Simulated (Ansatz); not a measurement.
Band structure of GaAg3 (Pm-3m, 4 atoms in the cell).

```
CELL_PARAMETERS angstrom
      4.02783     0.00000     0.00000
      0.00000     4.02783     0.00000
      0.00000     0.00000     4.02783
ATOMIC_POSITIONS crystal
  Ga 0.00000 0.00000 0.00000
  Ag 0.50000 0.00000 0.50000
  Ag 0.00000 0.50000 0.50000
  Ag 0.50000 0.50000 0.00000
```

Computed with LDA (PW92), PAW files made with PBE (plane waves; Ansatz, a program for electronic structure).

Settings: kpoints.mp_grid.grid = 11 11 11; hamiltonian.xc = lda; hamiltonian.pseudopotentials = {kind: paw} (the program's default PAW files); scf.occupations.method = fermi_dirac; scf.occupations.width = 0.05 eV; kpoints.band_path.npoints = 8.

The starting cell comes from a database of computed structures (which also holds hypothetical and non-ambient phases and stackings), without a prior relaxation at this level. Its lattice was rescaled by a random factor within 2.5 % of one.

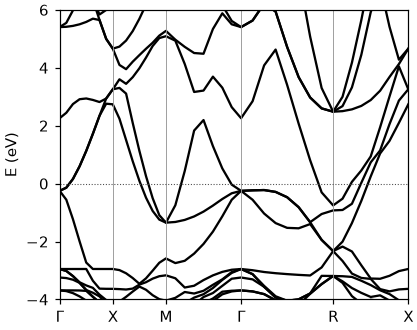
Fig. 1. Bands along the path, energies from the Fermi level.

Levels in eV from the Fermi level, bands 32 to 39:
```json
[
 {"point": "Γ", "32": "-2.95", "33": "-2.95", "34": "-0.25", "35": "-0.25", "36": "-0.25", "37": "2.26", "38": "5.40", "39": "5.40"},
 {"point": "X", "32": "-4.07", "33": "-3.63", "34": "-2.95", "35": "2.74", "36": "3.26", "37": "3.26", "38": "4.66", "39": "4.66"},
 {"point": "M", "32": "-4.04", "33": "-3.17", "34": "-2.58", "35": "-1.35", "36": "-1.35", "37": "5.09", "38": "5.27", "39": "7.38"},
 {"point": "R", "32": "-3.19", "33": "-2.33", "34": "-2.33", "35": "-2.33", "36": "-0.93", "37": "-0.75", "38": "2.48", "39": "2.48"}
]
```

Bands cross the Fermi level along this path, so the cell is metallic at this level.

Keys are those of Ansatz 0.2.
